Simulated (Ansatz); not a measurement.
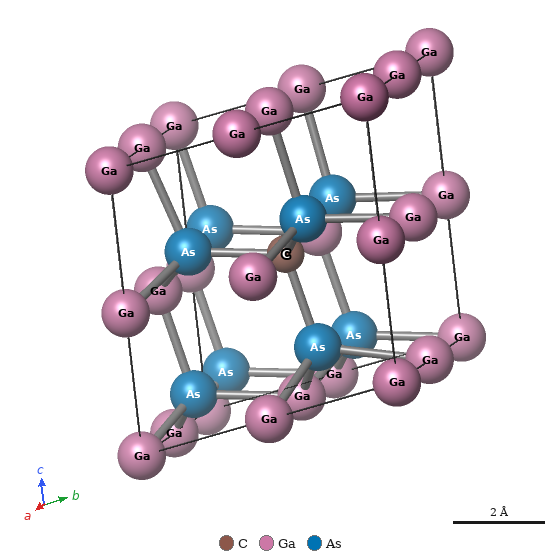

A ball-and-stick rendering, viewed slightly off an axis. The lines enclose the supercell; boundary atoms appear with their images. The host is GaAs, in a cell of 16 sites, and the cell is neutral.

Question: Which defect is modelled here, and what are its neighbours?

Answer: Carbon on a gallium site (a substitutional impurity). It is bonded to four As in a tetrahedral arrangement at about 2.2 Å.

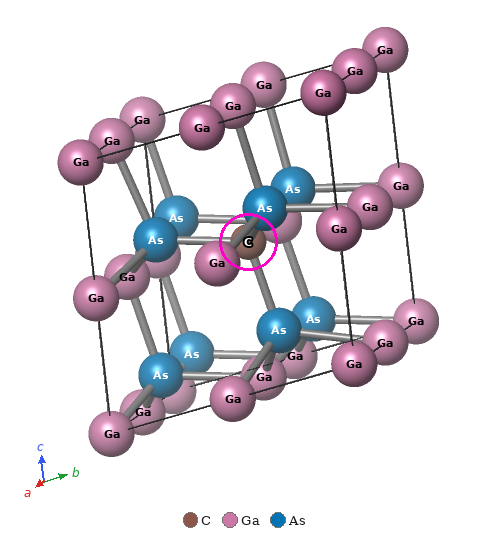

The same cell with a ring at the defect's site.

The atoms were relaxed in the host's cell with DFT LDA, scalar-relativistic, plane waves, PAW (Ansatz).
